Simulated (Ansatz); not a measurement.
# triplet GeSiH4O2 at 6 levels

Wanted: a comparison of 6 runs (UBHLYP/def2-SVP, UPBE-QIDH/def2-SVP, UPBE/def2-SVP, RPA@PBE/def2-SVP, UMP2/def2-SVP, UCCSD/def2-SVP) of triplet GeSiH4O2. 

The calculation is run with Ansatz 0.2.0.

72 further runs of the same task are left out: 72 set aside as unsound or not needed.

## Step 1: The molecule

GeSiH4O2: 8 atoms, total charge 0, spin state triplet. As SMILES of the parent species, `[OH][Ge][O][SiH3]`. The shape is that of a PBE0-D4/def2-TZVP optimisation. This is one conformer, not always the lowest. That shape belongs to the parent species and isn't relaxed for this state.

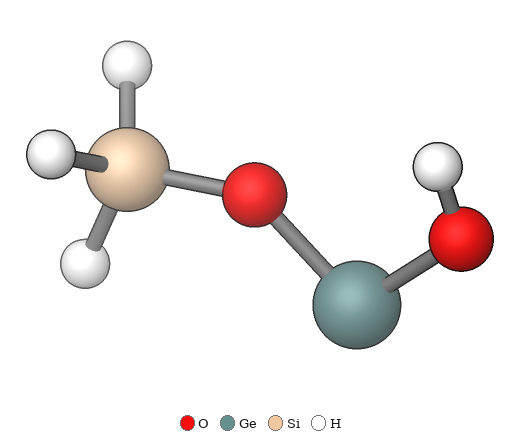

The structure, seen from a chosen angle (oxygen red, germanium teal, silicon light orange, hydrogen white).

## Step 2: A single-point energy at UBHLYP/def2-SVP (run 1)

File input.yaml:

```yaml
crystal:
  periodic: [false, false, false]
  atoms:
    - symbol: O
      position_ang: [1.410100, 2.505300, 0.149500]
    - symbol: Ge
      position_ang: [1.623900, 0.902600, -0.581400]
    - symbol: O
      position_ang: [0.084300, 0.200200, 0.031000]
    - symbol: Si
      position_ang: [-0.715100, -1.229100, -0.056600]
    - symbol: H
      position_ang: [0.587200, 2.577300, 0.646600]
    - symbol: H
      position_ang: [-2.046000, -1.018000, -0.682500]
    - symbol: H
      position_ang: [0.048600, -2.214700, -0.872700]
    - symbol: H
      position_ang: [-0.900800, -1.780800, 1.310300]
basis:
  gaussian: {orbitals: def2-SVP}
magnetization: {spin_polarized: true, initial_magnetization: 2}
hamiltonian: {xc: {name: BHLYP}}
accuracy: high
output: {orbitals: {seedname: orbitals}}
```

On the command line:

```console
$ ansatz run input.yaml --threads 1 --pin off --max-ram 3480MiB --events-out events.jsonl --progress --plain --runs-dir runs
```

Log:

```text
Warning: RAYON_NUM_THREADS=1 ignored (pool sized by the plan → 1); use --threads N
Functional definition: BHLYP
  name "BHLYP"
  parameter a = 0.5
  exchange = (1 - a)*b88_x + a*exact_x
  correlation = lyp_c
2045 factors; integrals over basis functions are off by at most 4.6e-9 eV
mean field evaluation 1: about -68532.0793 eV, gradient 4.1e1 eV
mean field evaluation 2: about -68525.0853 eV, gradient 5.9e1 eV
mean field evaluation 4: about -68538.0839 eV, gradient 3.0e0 eV
mean field evaluation 8: about -68538.1695 eV, gradient 2.4e-1 eV
mean field evaluation 16: about -68538.1705 eV, gradient 5.1e-4 eV
mean field -68538.17052947 eV, -2518.7313101175 hartree, gradient 5.9e-8 eV, S^2 2.006261; 0 other end points of the search recorded, 0 dependent functions left out
reference -68538.17055710 eV, -2518.7313111330 hartree; 34, 32 occupied and 64, 66 virtual orbitals, 2045 factors
Total energy: -68538.17055710 eV, -2518.7313111330 hartree
```

Run time: 19 s. Hardware: 1 thread of Arm Neoverse V1, shared host; peak memory 0.54 GiB.

## Step 3: A single-point energy at UPBE-QIDH/def2-SVP (run 2)

File job.yaml:

```yaml
crystal:
  periodic: [false, false, false]
  atoms:
    - {symbol: O, position_ang: [1.410100, 2.505300, 0.149500]}
    - {symbol: Ge, position_ang: [1.623900, 0.902600, -0.581400]}
    - {symbol: O, position_ang: [0.084300, 0.200200, 0.031000]}
    - {symbol: Si, position_ang: [-0.715100, -1.229100, -0.056600]}
    - {symbol: H, position_ang: [0.587200, 2.577300, 0.646600]}
    - {symbol: H, position_ang: [-2.046000, -1.018000, -0.682500]}
    - {symbol: H, position_ang: [0.048600, -2.214700, -0.872700]}
    - {symbol: H, position_ang: [-0.900800, -1.780800, 1.310300]}
basis:
  gaussian:
    orbitals: def2-SVP
output: {orbitals: {seedname: orbitals}}
magnetization:
  spin_polarized: true
  initial_magnetization: 2
hamiltonian:
  xc: {name: PBE-QIDH}
correlation:
  frozen_orbitals: {Ge: 9, H: 0, O: 1, Si: 5}
accuracy: high
```

On the command line:

```console
$ ansatz run job.yaml --threads 1 --pin off --max-ram 3480MiB --events-out events.jsonl --progress --plain --runs-dir runs
```

Log, shortened:

```text
Warning: RAYON_NUM_THREADS=1 ignored (pool sized by the plan → 1); use --threads N
Functional definition: PBE-QIDH
  name "PBE-QIDH"
[...]
2045 factors; integrals over basis functions are off by at most 4.6e-9 eV
[...]
mean field -68505.80961057 eV, -2517.5420682829 hartree, gradient 7.0e-8 eV, S^2 2.005843; 0 other end points of the search recorded, 0 dependent functions left out
16 core orbitals not correlated: weight in the atoms' cores, before any rotation towards them, 1.000 or more for the frozen orbitals, at most 0.000 for the correlated occupied ones
reference -68505.80961166 eV, -2517.5420683229 hartree; 18, 16 occupied and 64, 66 virtual orbitals, 2045 factors
second order -20.35522081 eV of doubles, -0.00000000 eV of singles
Total energy: -68512.59468526 eV, -2517.7914151787 hartree
```

Wall time 23 s (1 thread of Arm Neoverse V1, shared host); peak memory 0.54 GiB.

Runs 3 to 5 aren't shown in full; the table further down has their settings and results.

## Step 4: The energy at UCCSD/def2-SVP (run 6)

job.yaml: that of step 3 with these lines changed.

```diff
@@ -12,12 +12,6 @@
 basis:
-  gaussian:
-    orbitals: def2-SVP
-output: {orbitals: {seedname: orbitals}}
-magnetization:
-  spin_polarized: true
-  initial_magnetization: 2
-hamiltonian:
-  xc: {name: PBE-QIDH}
-correlation:
-  frozen_orbitals: {Ge: 9, H: 0, O: 1, Si: 5}
+  gaussian: {orbitals: def2-SVP}
+magnetization: {spin_polarized: true, initial_magnetization: 2}
 accuracy: high
+correlation: {method: ccsd, frozen_orbitals: {Ge: 9, H: 0, O: 1, Si: 5}}
+scf: {omitted_lower_state_checks: [cluster_reference, increment]}
```

On the command line:

```console
$ ansatz run job.yaml --threads 1 --pin off --max-ram 3480MiB --events-out events.jsonl --progress --plain --runs-dir runs
```

Log, shortened:

```text
Warning: RAYON_NUM_THREADS=1 ignored (pool sized by the plan → 1); use --threads N
Functional definition: HF
  name "HF"
[...]
2045 factors; integrals over basis functions are off by at most 4.6e-9 eV
[...]
mean field -68460.09087208 eV, -2515.8619356328 hartree, gradient 3.3e-8 eV, S^2 2.006669; 1 other end points of the search recorded, 0 dependent functions left out
16 core orbitals not correlated: weight in the atoms' cores, before any rotation towards them, 1.000 or more for the frozen orbitals, at most 0.000 for the correlated occupied ones
reference -68460.09087208 eV, -2515.8619356328 hartree; 18, 16 occupied and 64, 66 virtual orbitals, 2045 factors
second order -17.92065295 eV of doubles, -0.00000000 eV of singles
cycle   1  -17.85625126 eV  change    6.4e-2 eV  update   1.1e-1
[...]
cycle  26  -18.55392661 eV  change  -7.7e-10 eV  update   3.4e-9
Total energy: -68478.64479869 eV, -2516.5437798594 hartree
Checks for a lower state left out: cluster_reference, increment
```

Run time: 1.8 min. Hardware: 1 thread of Arm Neoverse V1, shared host; peak memory 1.3 GiB.

## Step 5: Overview of the runs

```
run               level  frozen core orbitals   energy (Eh)   ⟨S²⟩  wall time
  1     UBHLYP/def2-SVP                     –  -2518.731311  2.006       19 s
  2  UPBE-QIDH/def2-SVP                    16  -2517.791415  2.006       23 s
  3       UPBE/def2-SVP                     –  -2518.198483  2.002       16 s
  4    RPA@PBE/def2-SVP                    16  -2516.836188  2.002       29 s
  5       UMP2/def2-SVP                    16  -2516.520507  2.007       12 s
  6      UCCSD/def2-SVP                    16  -2516.543780  2.007    1.8 min
```

## Step 6: What came out

| quantity | value |
| --- | --- |
| run 6: total energy | -2516.54378 Eh |
| run 6: correlation energy (16 core orbitals frozen) | -681.8 mEh |
| run 6: ⟨S²⟩ of the reference determinant | 2.007 |
| run 6: T1 diagnostic | 0.017 |

**Reading.** Totals of different functionals can't be ranked against each other. All runs together took 3.5 min, the longest 1.8 min.
